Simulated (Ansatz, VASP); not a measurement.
# ZnSe (Stilleite) in two plane-wave programs, part 2 of 2

Wanted: the spread between two codes on one cell, functional and k mesh.

VASP 6.6.1 and Ansatz 0.2.0.

So far: Set-up; VASP: band structure, HSE06.

**3. Ansatz: band structure, HSE06**

Level of this step: Ansatz beside VASP: Kohn-Sham DFT, plane waves, HSE06 (Ansatz).

Ansatz runs on its default PAW (the set named soft_2) files.

The same cell, functional, mesh and smearing now go to Ansatz, which takes its cutoff from its data sets.

File input.yaml:

```yaml
crystal:
  lattice:
    - [0.0, 2.8338, 2.8338]
    - [2.8338, 0.0, 2.8338]
    - [2.8338, 2.8338, 0.0]
  atoms:
    - { symbol: Se, position: [0.75, 0.75, 0.75] }
    - { symbol: Zn, position: [0.0, 0.0, 0.0] }
hamiltonian:
  xc: { exchange: pbe, correlation: pbe, exx: { coeff: 0.25, omega: 0.2 } }
  pseudopotentials: { kind: paw }
kpoints:
  mp_grid: { grid: [5, 5, 5] }
  band_path:
    path:
      - [0.0, 0.0, 0.0]
      - [0.5, 0.0, 0.5]
      - [0.5, 0.22222, 0.72222]
      - [0.40278, 0.34722, 0.75]
      - [0.125, 0.125, 0.25]
      - [0.27778, 0.27778, 0.27778]
      - [0.55556, 0.38889, 0.55556]
      - [0.58333, 0.25, 0.66667]
      - [0.5, 0.30556, 0.69444]
      - [0.48611, 0.48611, 0.52778]
      - [0.625, 0.25, 0.625]
      - [0.5, 0.0, 0.5]
    npoints: 1
scf:
  occupations: { method: gaussian, width: 0.03 }
  n_extra_bands: 7
output:
  forces: true
  stress: true
  eigenvalues: true
  write_density: true
  write_potential: true
  elf: true
  volumetric_format: npy
```

Command:

```sh
> ansatz run input.yaml --threads 4 --pin off --max-ram 9216MiB --backend cpu --events-out ev --progress --plain --runs-dir out
```

Numbers of over 12 decimals in the logs are rounded to 6 here.

The log of the run:

```text
Warning: output.stress: scf.convergence.dr2_threshold = 1e-7 eV (the SCF's general default) is looser than the 2e-10 eV advised for a printed stress (1e-10 eV for each atom of the cell: 2). What an SCF threshold leaves in a stress goes as its square root, and in the free energy as the threshold itself, and one threshold admits the most on a small cell: [figures from the program's tests cut] Set scf.convergence.dr2_threshold to 2e-10 eV or tighter. The threshold is an SCF's pass mark: one that does not reach it within its budget of iterations ends unconverged, or closes short of it on a stop that the run arms, and scf.convergence.dr2_threshold's page says what that costs each kind of run
Warning: output.stress: scf.exx.energy_threshold = 1e-6 eV is looser than the 2e-8 eV advised for a stress under a hybrid functional (1e-8 eV for each atom of the cell: 2). Every SCF of the exchange loop can meet its threshold on dr2 while the loop round them stops early: no threshold on dr2 bounds what that leaves in the stress. Set scf.exx.energy_threshold to 2e-8 eV or tighter. The threshold is the loop's pass mark: a loop that does not reach it within its budget of cycles ends unconverged, and scf.exx.energy_threshold's page has the law
scf.n_extra_bands = 7 over 14 filled bands (N_el = 28.0): the run solves 21 bands
Engine: ansatz 0.2.0, aarch64-unknown-linux-gnu
Pseudopotentials: kind: paw
Pseudopotential: Se, paw, valence charge 16, recommended cutoff 420 eV (normal), Se.paw.azcp
Pseudopotential: Zn, paw, valence charge 12, recommended cutoff 420 eV (normal), Zn.paw.azcp
Functional definition: unnamed
  parameter a_1 = 0.25
  parameter omega_1 = 0.2/angstrom
  exchange = pbe_x + (-a_1)*pbe_x_sr(omega_1) + a_1*exact_x_sr(omega_1)
  correlation = pbe_c
Crystal: 2 atoms, lattice volume = 45.513 Å³
Basis set: ecut = 420 eV, 893 PW (Γ), exchange–correlation on 54×54×54 points (8 copies of the dense FFT grid, shifted against one another)
Bands: 21, of which v1, the nominal top of the filled ones, is band 14 counted from 1 (13 counted from 0)
Symmetry: 24 space group operations
Space group: F-43m (ITA 216), of the structure as read, at distance tolerance 3.6e-5 Å
k-points: 10 of 125 (time reversal used)
Non-local potential: Se, projectors of the file, l = 0: 2, l = 1: 2, l = 2: 3, l = 3: 1
Non-local potential: Zn, projectors of the file, l = 0: 2, l = 1: 2, l = 2: 3, l = 3: 1
PAW form: soft (Blöchl's): semilocal exchange-correlation on the pseudo side does not see the compensation charge
PAW frozen core: Se, regenerated for the run's functional, and the local potential with it (the file was generated under x = pbe(κ = 0.804, μ = 0.219515), c = pbe(β = 0.066725))
PAW frozen core: Zn, regenerated for the run's functional, and the local potential with it (the file was generated under x = pbe(κ = 0.804, μ = 0.219515), c = pbe(β = 0.066725))
PAW one-centre angular grid: Se, 590 points (default); XC on 64 Gauss nodes
PAW one-centre angular grid: Zn, 590 points (default); XC on 64 Gauss nodes
Initial density: superposition of atomic densities (neutral atoms: chi_scale 0, normalization atom), corrected by the library's trained network
Initial wavefunctions: pseudopotential atomic-orbital guess
Functional: x = pbe(κ = 0.804, μ = 0.219515), c = pbe(β = 0.066725), warm-up for x = pbe(κ = 0.804, μ = 0.219515) + 0.25 (exact − pbe) at short range (hse, ω = 0.2 Å⁻¹), c = pbe(β = 0.066725)
SCF iter   1: F=—  HF=-8789.510163 eV  |F-HF|=—  |Δ(HF+E_count)|=         —  Δρ=1.60e-3  dr2=9.06e-4  ethr=1.77e-3  ⟨swp⟩=11.8  Hψ=1054  notcnv=0
preconditioner: auto → none  [insulator: Δε(μ)=1.287 eV  Ē_g=14.445 eV  σ=0.030 eV  W_gap=1.00  n_scr=14 (ndim 8)  ℏωp=23.4 eV  f_vac=0.121  D(μ)=0.00/eV (n_scr^D=0)]
SCF iter   2: F=—  HF=-8789.509909 eV  |F-HF|=—  |Δ(HF+E_count)|=   2.54e-4  Δρ=1.24e-3  dr2=4.92e-4  ethr=3.24e-6  ⟨swp⟩=4.2  Hψ=677  notcnv=0  defer=1
iter 3 solved again at ethr=7.47e-9 eV; its pass at ethr=1.76e-6 eV (dr2=2.09e-6 eV) is discarded
SCF iter   3: F=-8789.509706 eV  HF=-8789.509693 eV  |F-HF|=1.34e-5  |Δ(HF+E_count)|=   2.16e-4  Δρ=1.33e-4  dr2=2.15e-6  ethr=7.47e-9  ⟨swp⟩=4.1  Hψ=903  notcnv=0  defer=1
SCF 1 stopped early in 3 iterations: F = -8789.509706 eV  dr2 = 2.15e-6
  greatest PAW one-centre occupation: 1.000 electrons in one spin orbital (limit 2), on the Se atom at site 0 (counted from 0), in its partial waves of l = 2
Initial density: handed on by an earlier stage of this run
Initial wavefunctions: those handed on with the density
Functional: x = pbe(κ = 0.804, μ = 0.219515) + 0.25 (exact − pbe) at short range (hse, ω = 0.2 Å⁻¹), c = pbe(β = 0.066725)
Exchange kernel: α = 0.2500, screened, ω = 0.2000 Å⁻¹, Wigner–Seitz truncation, v(0) = 1126.4038 eV·Å³, q-mesh 5×5×5, nearest image of the exchange supercell L = 20.04 Å, pair-density grid 15×15×15, without the augmentation charges, whose exchange is taken in its separable form by FFT convolution over the k-point mesh (sized by the pseudopotential files, 24×24×24 at the most), smooth part of the exact exchange by density-matrix convolution
Frozen-core exchange: fock
SCF iter   1: F=—  HF=-8791.195886 eV  |F-HF|=—  |Δ(HF+E_count)|=         —  Δρ=2.04e-2  dr2=9.64e-2  ethr=7.67e-8  ⟨swp⟩=9.0  Hψ=1139  notcnv=0
preconditioner: auto → none  [insulator: Δε(μ)=2.387 eV  Ē_g=17.073 eV  σ=0.030 eV  W_gap=1.00  n_scr=14 (ndim 8)  ℏωp=23.4 eV  f_vac=0.121  D(μ)=0.00/eV (n_scr^D=0)]
SCF iter   2: F=—  HF=-8791.164814 eV  |F-HF|=—  |Δ(HF+E_count)|=   3.11e-2  Δρ=2.97e-3  dr2=5.63e-3  ethr=7.67e-8  ⟨swp⟩=5.0  Hψ=853  notcnv=0
SCF iter   3: F=—  HF=-8791.169262 eV  |F-HF|=—  |Δ(HF+E_count)|=   4.45e-3  Δρ=4.37e-3  dr2=3.98e-3  ethr=7.67e-8  ⟨swp⟩=5.0  Hψ=806  notcnv=0
SCF iter   4: F=—  HF=-8791.168913 eV  |F-HF|=—  |Δ(HF+E_count)|=   3.48e-4  Δρ=1.80e-3  dr2=6.59e-4  ethr=7.67e-8  ⟨swp⟩=4.0  Hψ=586  notcnv=0
SCF iter   5: F=—  HF=-8791.169873 eV  |F-HF|=—  |Δ(HF+E_count)|=   9.59e-4  Δρ=7.75e-4  dr2=1.40e-4  ethr=7.67e-8  ⟨swp⟩=4.1  Hψ=572  notcnv=0
SCF iter   6: F=-8791.169797 eV  HF=-8791.169796 eV  |F-HF|=2.87e-7  |Δ(HF+E_count)|=   7.63e-5  Δρ=2.01e-5  dr2=8.40e-7  ethr=7.67e-8  ⟨swp⟩=4.0  Hψ=534  notcnv=0
SCF 2 stopped early in 6 iterations: F = -8791.169797 eV  dr2 = 8.40e-7
hybrid outer 1: dexx = +1.165e-2 eV, tail = 7.34e-5 eV
Exchange kernel: α = 0.2500, screened, ω = 0.2000 Å⁻¹, Wigner–Seitz truncation, v(0) = 1126.4038 eV·Å³, q-mesh 5×5×5, nearest image of the exchange supercell L = 20.04 Å, pair-density grid 15×15×15, without the augmentation charges, whose exchange is taken in its separable form by FFT convolution over the k-point mesh (sized by the pseudopotential files, 24×24×24 at the most), smooth part of the exact exchange by density-matrix convolution
Frozen-core exchange: fock
SCF iter   1: F=—  HF=-8791.169435 eV  |F-HF|=—  |Δ(HF+E_count)|=         —  Δρ=1.01e-4  dr2=2.75e-6  ethr=1.31e-6  ⟨swp⟩=4.5  Hψ=486  notcnv=0
preconditioner: auto → none  [insulator: Δε(μ)=2.439 eV  Ē_g=16.793 eV  σ=0.030 eV  W_gap=1.00  n_scr=14 (ndim 8)  ℏωp=23.4 eV  f_vac=0.122  D(μ)=0.00/eV (n_scr^D=0)]
SCF iter   2: F=—  HF=-8791.169435 eV  |F-HF|=—  |Δ(HF+E_count)|=   1.87e-7  Δρ=2.94e-5  dr2=2.88e-7  ethr=9.10e-9  ⟨swp⟩=4.0  Hψ=565  notcnv=0
SCF iter   3: F=—  HF=-8791.169436 eV  |F-HF|=—  |Δ(HF+E_count)|=   7.87e-7  Δρ=2.07e-5  dr2=1.11e-7  ethr=5.25e-10  ⟨swp⟩=4.2  Hψ=517  notcnv=0  defer=1
SCF iter   4: F=-8791.169436 eV  HF=-8791.169436 eV  |F-HF|=5.09e-10  |Δ(HF+E_count)|=   2.60e-8  Δρ=5.25e-6  dr2=7.02e-9  ethr=3.49e-10  ⟨swp⟩=3.1  Hψ=402  notcnv=0  defer=1
SCF 3 converged in 4 iterations: F = -8791.169436 eV  dr2 = 7.02e-9
  Residual-converged pass: ⟨swp⟩=4.0  Hψ=490  notcnv=0  max |occ|·‖R‖ = 2.4e-6 eV (tolerance 2.4e-6 eV)  dr2=6.97e-9  dr2_onsite=6.10e-10  max |Δocc| = 0.0e0
hybrid outer 2: dexx = +8.343e-7 eV, tail = 4.40e-8 eV, Δε = 3.90e-3 eV (about 1.51e-4 eV left of the loop's levels)
NSCF: frozen V_eff on 12 k-points
hybrid SCF converged: 2 outer / 10 inner (+3 warm-up), last move |dexx| = 8.34e-7 eV, tail = 4.40e-8 eV
Stability not checked: this state was not tested for a lower state beside it, because the functional holds exact exchange (a hybrid, or Hartree-Fock), whose exchange loop this test does not read (fock_operator; see scf.lower_state_search)
Free energy (F): -8791.169436 eV
Frozen-core exchange: fock
Harris-Foulkes:  -8791.169436 eV  (|F-HF|=5.09e-10)
Internal energy: -8791.169436 eV  (E = F + TS)
E sigma→0 (E₀):  -8791.169436 eV
Fermi energy:    7.346784 eV
--- Per-component energies (eV) ---
  E_band       = -455.213210
  E_kinetic    = 249.077377
  E_local      = -4401.598970  (includes V_loc(G=0)·N_el)
  E_nonlocal   = 22.345615
  E_hartree    = 2044.582833
  E_xc         = -192.087742
  E_vxc        = -119.929689  (∫ρ·V_xc dr)
  E_exx        = -110.605499  (= α·E_x^exact, valence–valence)
  E_paw        = -3681.510608  (= ΣΔE_a)
  E_vpaw       = -73.061239  (= ΣTr[D̂ρ^β])
  E_aug_tail   = -0.000895  (compensation charges beyond the density's cutoff)
  E_ewald      = -2720.942845
  E_core_change = -0.428717  (= ΣΔE_core)
  E_smearing   = -0.000000  (= −TS)
  E_closure    = 0.000014  (closes the sum)
  Σ components = -8791.169436   (vs F -8791.169436, Δ=0.00e0)
--- Forces (eV/Å), atoms counted from 1 ---
  atom   1  Se     0.00000000    -0.00000000     0.00000000
  atom   2  Zn    -0.00000000     0.00000000    -0.00000000
  max |Σ_I F_I| component: 1.53e-16 eV/Å
--- Stress (GPa, compression-positive) ---
        1.201158       0.000000      -0.000000
        0.000000       1.201158       0.000000
       -0.000000       0.000000       1.201158
  P = ⅓ Tr σ = 1.2012 GPa (12.012 kbar)
--- Band table (eV; the first three rows and the last of 10) ---
  k-point 0: bands = [... 10 lower, -1.8016, 6.1268, 6.1268, 6.1268, 8.5663, 13.0976, 13.0976, 13.0976, ... 3 higher]
  k-point 1: bands = [... 10 lower, -1.8032, 3.6571, 5.7703, 5.7703, 9.9547, 13.3736, 13.6407, 13.6407, ... 3 higher]
  k-point 2: bands = [... 10 lower, -1.7486, 1.0551, 5.2870, 5.2870, 9.8616, 13.7053, 13.7053, 15.5871, ... 3 higher]
  k-point 9: bands = [... 10 lower, -1.5449, 1.2885, 3.1252, 3.9751, 12.2544, 12.5694, 13.8406, 16.8224, ... 3 higher]
```

Run time: 35 s. Hardware: 4 threads of Arm Neoverse V1, shared host; peak memory 1 GiB; 2.2 min of CPU time.

**4. Side by side**

Known differences besides the PAW data sets themselves: exact exchange at q = 0 is treated differently, which shows on coarse meshes; VASP keeps PBE cores, Ansatz makes them for the functional; the data sets hold 28 valence electrons in Ansatz (default PAW (the set named soft_2) files) and 18 in VASP; the cutoff is 420 eV in Ansatz and 350 eV in VASP; VASP takes a coarser grid for exact exchange (PRECFOCK = Fast). Total energies have different zeros and are not compared.

The two programs side by side:

| quantity | Ansatz | VASP | difference |
| --- | --- | --- | --- |
| gap over the path points (eV) | 2.439 | 2.426 | +0.014 |

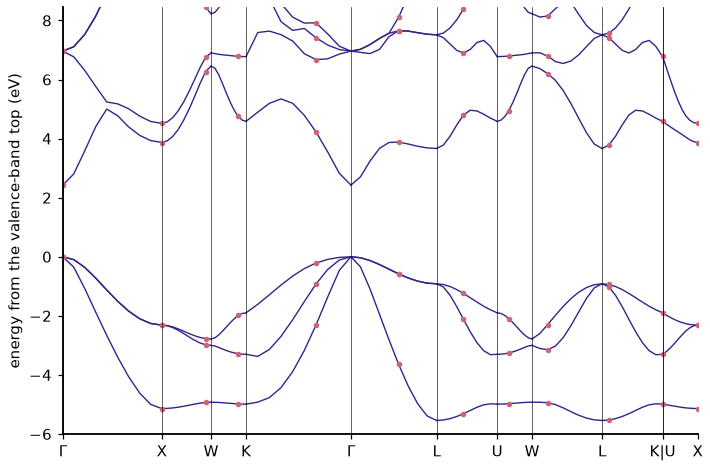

Bands from VASP (lines) and levels from Ansatz (dots). Dots without a line are higher empty bands that the VASP plot leaves out.

Levels at points of the path, from each program's valence-band top (eV; 4 filled, then empty):

| k (reciprocal lattice) | Ansatz | VASP |
| --- | --- | --- |
| 0.000 0.000 0.000 | -7.93 0.00 0.00 0.00 2.44 6.97 6.97 | -7.84 0.00 0.00 0.00 2.43 6.96 6.96 |
| 0.500 0.000 0.500 | -7.70 -5.14 -2.31 -2.31 3.87 4.52 12.19 | -7.61 -5.14 -2.31 -2.31 3.87 4.52 12.19 |
| 0.500 0.222 0.722 | -7.59 -4.93 -2.98 -2.77 6.26 6.76 8.45 | -7.50 -4.93 -2.98 -2.77 6.27 6.75 8.45 |
| 0.403 0.347 0.750 | -7.62 -4.98 -3.28 -1.99 4.75 6.79 9.96 | -7.53 -4.98 -3.28 -1.99 4.75 6.79 9.96 |
| 0.125 0.125 0.250 | -7.92 -2.31 -0.92 -0.21 4.24 6.68 7.42 | -7.83 -2.31 -0.92 -0.21 4.23 6.67 7.41 |
| 0.278 0.278 0.278 | -7.93 -3.63 -0.58 -0.58 3.89 7.66 7.66 | -7.84 -3.63 -0.58 -0.58 3.88 7.65 7.65 |
| 0.556 0.389 0.556 | -7.70 -5.31 -2.12 -1.24 4.81 6.89 8.39 | -7.61 -5.31 -2.12 -1.24 4.80 6.90 8.39 |
| 0.583 0.250 0.667 | -7.61 -4.97 -3.26 -2.09 4.95 6.80 9.63 | -7.53 -4.97 -3.26 -2.09 4.95 6.80 9.62 |
| 0.500 0.306 0.694 | -7.61 -4.94 -3.15 -2.30 6.20 6.79 8.15 | -7.52 -4.94 -3.15 -2.30 6.20 6.79 8.15 |
| 0.486 0.486 0.528 | -7.74 -5.53 -1.02 -0.94 3.79 7.42 7.58 | -7.65 -5.53 -1.02 -0.94 3.78 7.42 7.57 |

Among the levels compared (up to four filled and three empty ones at each point), filled levels agree within 91 meV and empty ones within 14 meV.

**5. Results**

```json
{"difference in gap over the path points (band structure, HSE06)": "0.014 eV"}
```

The difference in gap over the path points is 0.014 eV (band structure, HSE06), within the 0.08 eV picked in this series as the mark of a large difference. Differences of this kind measure data sets and numerical settings, not the functional's error against experiment.

[Lines on the potential files, build, host, timing and source positions are cut from VASP's logs without a mark.]

[Logs are printed without paths, hosts, clocks, repeated set-up lines and the standing remarks that a program may print on its own settings, such as how far it seeks lower states.]

[Hosts, paths, dates, database ids (printed as entryN), source tags and the programs' standing remarks are cut or masked in the printed files.]
